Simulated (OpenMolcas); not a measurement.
**One shape, several levels: doublet BH2Cl+**

Aim: a comparison of 6 runs (UHF/3-21G, U-r2SCAN/def2-TZVP, UPBE/def2-TZVP, USVWN5/def2-TZVP, UTPSS/def2-TZVP, ROMP2/def2-TZVP) of doublet BH2Cl+. 

The calculation is run with OpenMolcas 26.06.

## Step 1: The system as given

The species is BH2Cl+ (4 atoms), meant as a doublet with charge +1. As SMILES of the parent species, `BCl`. Geometry: relaxed at PBE0-D4/def2-TZVP. That shape belongs to the parent species and isn't relaxed for this state.

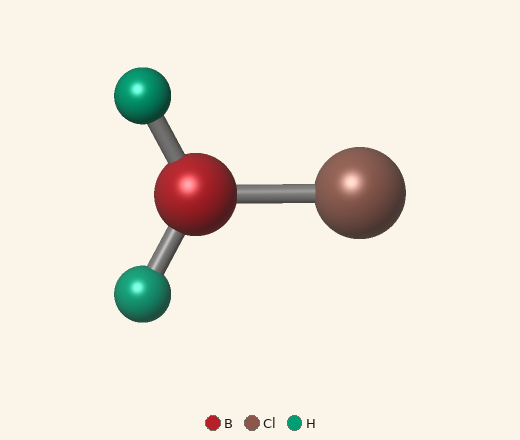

Viewed from a chosen angle; boron red, chlorine brown, hydrogen teal.

## Step 2: The energy at UHF/3-21G (run 1)

mol.xyz

```xyz
4

B     -0.116700     0.021700    -0.075300
Cl     1.365000    -0.395300     0.721200
H     -1.106200    -0.559500     0.240400
H     -0.086600     0.872800    -0.906600
```

mol.input

```
&gateway
 baslib = $CurrDir
 coord = mol.xyz
 basis = 3-21G
 group = NoSym

&seward

&scf
 uhf
 charge = 1
 spin = 2
 thresholds = 1e-10 1e-07 1e-07 1e-05
 prorbitals = 1
```

The basis set 3-21G is read from a file made from the Basis Set Exchange's data (not shown).

Command:

```console
export MOLCAS_MEM=1860
pymolcas mol.input > mol.log
```

Standard output:

```text
--- Start Module: gateway ---
[...]
--- Stop Module: gateway /rc=_RC_ALL_IS_WELL_ ---
--- Start Module: seward ---
[...]
      Basis functions           26
--- Stop Module: seward /rc=_RC_ALL_IS_WELL_ ---
[...]
--- Start Module: scf ---
[...]
       Convergence after  24 Iterations
[...]
::    Total SCF energy                               -482.6036806910
[...]
      Total spin, S                                     0.5034680986
[...]
      Total electronic charge=   23.000000
      Total            charge=    1.000000
[...]
      Dipole Moment (debye):
      Origin of the operator (angstrom)=    0.9427   -0.2765    0.4942
                   X= -1.9025E+00               Y=  5.3541E-01               Z= -1.0227E+00           Total=  2.2253E+00
      Center of Charge (angstrom)
[...]
--- Stop Module: scf /rc=_RC_ALL_IS_WELL_ ---
[...]
```

Wall time 3.3 s (1 thread of AMD EPYC 7R43 (Zen 3), shared host); peak memory 0.37 GiB.

## Step 3: A single-point energy at U-r2SCAN/def2-TZVP (run 2)

calc.input

```
&gateway
  baslib=$CurrDir
  basisset
  B.def2-TZVP....
  B1 -0.116700 0.021700 -0.075300 angstrom
  End of Basis
  basisset
  Cl.def2-TZVP....
  Cl2 1.365000 -0.395300 0.721200 angstrom
  End of Basis
  basisset
  H.def2-TZVP....
  H3 -1.106200 -0.559500 0.240400 angstrom
  H4 -0.086600 0.872800 -0.906600 angstrom
  End of Basis

&seward
  gridinput
  Grid=UltraFine
  End of Grid

&scf
  uhf
  charge=1
  spin=2
  ksdft=2
  1.0 MGGA_X_R2SCAN
  1.0 MGGA_C_R2SCAN
  thresholds=1e-10 1e-07 1e-07 1e-05
  prorbitals=1 1
```

The basis set def2-TZVP is read from a file made from the Basis Set Exchange's data (not shown).

Command:

```console
export MOLCAS_MEM=1860
pymolcas calc.input > calc.log
```

Standard output:

```text
--- Start Module: gateway ---
[...]
--- Stop Module: gateway /rc=_RC_ALL_IS_WELL_ ---
--- Start Module: seward ---
[...]
      Basis functions           80
--- Stop Module: seward /rc=_RC_ALL_IS_WELL_ ---
[...]
--- Start Module: scf ---
[...]
       Convergence after  19 Iterations
[...]
::    Total KS-DFT energy                            -485.8241052321
[...]
      Total spin, S                                     0.5032993039
[...]
      Total electronic charge=   23.000000
      Total            charge=    1.000000
[...]
      Dipole Moment (debye):
      Origin of the operator (angstrom)=    0.9427   -0.2765    0.4942
                   X= -2.3611E+00               Y=  6.6433E-01               Z= -1.2691E+00           Total=  2.7617E+00
      Center of Charge (angstrom)
[...]
--- Stop Module: scf /rc=_RC_ALL_IS_WELL_ ---
[...]
```

It took 44 s on 1 thread of AMD EPYC 7R43 (Zen 3), shared host; peak memory 0.45 GiB.

Run 3 isn't shown in full; the table further down has it.

## Step 4: A single-point energy at USVWN5/def2-TZVP (run 4)

mol.xyz is that of step 2.

calc.input

```
&GATEWAY
 BasLib
 $CurrDir
 Coord
 mol.xyz
 Basis
 def2-TZVP
 Group
 NoSym

&SEWARD
 GridInput
 Grid=UltraFine
 End of Grid

&SCF
 UHF
 Charge
 1
 Spin
 2
 KSDFT
 SVWN5
 Thresholds
 1e-10 1e-07 1e-07 1e-05
 PrOrbitals
 0
```

The basis set def2-TZVP is read from a file made from the Basis Set Exchange's data (not shown).

Command:

```console
export MOLCAS_MEM=1860
pymolcas calc.input > calc.log
```

Standard output:

```text
--- Start Module: gateway ---
[...]
--- Stop Module: gateway /rc=_RC_ALL_IS_WELL_ ---
--- Start Module: seward ---
[...]
      Basis functions           80
--- Stop Module: seward /rc=_RC_ALL_IS_WELL_ ---
[...]
--- Start Module: scf ---
[...]
       Convergence after  17 Iterations
[...]
::    Total KS-DFT energy                            -484.0829081424
[...]
      Total spin, S                                     0.5007709070
[...]
      Total electronic charge=   23.000000
      Total            charge=    1.000000
[...]
      Dipole Moment (debye):
      Origin of the operator (angstrom)=    0.9427   -0.2765    0.4942
                   X= -2.5135E+00               Y=  7.0721E-01               Z= -1.3510E+00           Total=  2.9399E+00
      Center of Charge (angstrom)
[...]
--- Stop Module: scf /rc=_RC_ALL_IS_WELL_ ---
[...]
```

Wall time 26 s (1 thread of AMD EPYC 7R43 (Zen 3), shared host); peak memory 0.45 GiB.

Run 5 isn't shown in full; the table further down has it.

## Step 5: The energy at ROMP2/def2-TZVP (run 6)

test.input

```
&gateway
  baslib
  $CurrDir
  coord
  4
  bohr
  B     -0.22053104     0.04100706    -0.14229638
  Cl     2.57947616    -0.74700874     1.36287048
  H     -2.09041504    -1.05730177     0.45429016
  H     -0.16365028     1.64935296    -1.71322570
  basis
  def2-TZVP
  group
  NoSym

&seward

&scf
  uhf
  charge
  1
  spin
  2
  thresholds
  1e-10 1e-07 1e-07 1e-05
  prorbitals
  1 1

&rasscf
  fileorb
  $Project.UnaOrb
  spin
  2
  nactel
  1 0 0
  inactive
  11
  ras2
  1
  outorbitals
  Canonical
  orblisting
  NoCore

&caspt2
  ipea
  0.0
  frozen
  6
```

The basis set def2-TZVP is read from a file made from the Basis Set Exchange's data (not shown).

Command:

```console
export MOLCAS_MEM=1860
pymolcas test.input > test.log
```

Standard output:

```text
--- Start Module: gateway ---
[...]
--- Stop Module: gateway /rc=_RC_ALL_IS_WELL_ ---
[...]
      Basis functions           80
[...]
       Convergence after  22 Iterations
[...]
::    Total SCF energy                               -484.9968485273
[...]
      Total spin, S                                     0.5075875135
[...]
--- Start Module: rasscf ---
[...]
      Number of active orbitals                  1
[...]
      Spin quantum number                      0.5
[...]
      Active orbitals                            1
[...]
      Number of CSFs                             1
[...]
      Number of root(s) required                 1
[...]
      Convergence after  9 iterations
[...]
      printout of CI-coefficients larger than  0.05 for root  1
      energy=    -484.990279
      conf/sym  1     Coeff  Weight
             1  u   1.00000 1.00000
      Natural orbitals and occupation numbers for root  1
      sym 1:   1.000000
      ************************************************************************************************************************
      *                                                    Final results                                                     *
[...]
::    RASSCF root number  1 Total energy:   -484.99027915
[...]
      Total electronic charge=   23.000000
      Total            charge=    1.000000
[...]
      Dipole Moment (debye):
      Origin of the operator (angstrom)=    0.9427   -0.2765    0.4942
                   X= -1.1414E+00               Y=  3.2123E-01               Z= -6.1359E-01           Total=  1.3351E+00
      Center of Charge (angstrom)
[...]
--- Stop Module: rasscf /rc=_RC_ALL_IS_WELL_ ---
[...]
--- Start Module: caspt2 ---
[...]
 ###    WARNING: User changed nr of frozen orbitals.                         ###
 ###############################################################################
[...]
      E2 (Variational):          -0.2626368279
      Total energy:            -485.2529159788
[...]
      Reference weight:           0.90691
[...]
::    CASPT2 Root  1     Total energy:   -485.25291598
[...]
--- Stop Module: caspt2 /rc=_RC_ALL_IS_WELL_ ---
[...]
```

It took 19 s on 1 thread of AMD EPYC 7R43 (Zen 3), shared host; peak memory 0.44 GiB.

## Step 6: The series

| run | level | integration grid | frozen core orbitals | energy (Eh) | HOMO energy (eV) | LUMO energy (eV) | ⟨S²⟩ | wall time |
| --- | --- | --- | --- | --- | --- | --- | --- | --- |
| 1 | UHF/3-21G | – | – | -482.603681 | -21.32 | -9.93 | 0.757 | 3.3 s |
| 2 | U-r2SCAN/def2-TZVP | UltraFine | – | -485.824105 | -16.51 | -14.74 | 0.757 | 44 s |
| 3 | UPBE/def2-TZVP | UltraFine | – | -485.642219 | -16.02 | -14.85 | 0.753 | 39 s |
| 4 | USVWN5/def2-TZVP | UltraFine | – | -484.082908 | -15.95 | -15.01 | 0.752 | 26 s |
| 5 | UTPSS/def2-TZVP | UltraFine | – | -485.910438 | -16.32 | -14.85 | 0.754 | 52 s |
| 6 | ROMP2/def2-TZVP | – | 6 | -485.252916 | – | – | – | 19 s |

## Step 7: Summary of results

| quantity | value |
| --- | --- |
| run 6: total energy | -485.25292 Eh |

**Reading.** Totals of different functionals can't be ranked against each other. All runs together took 3.1 min, the longest 52 s.
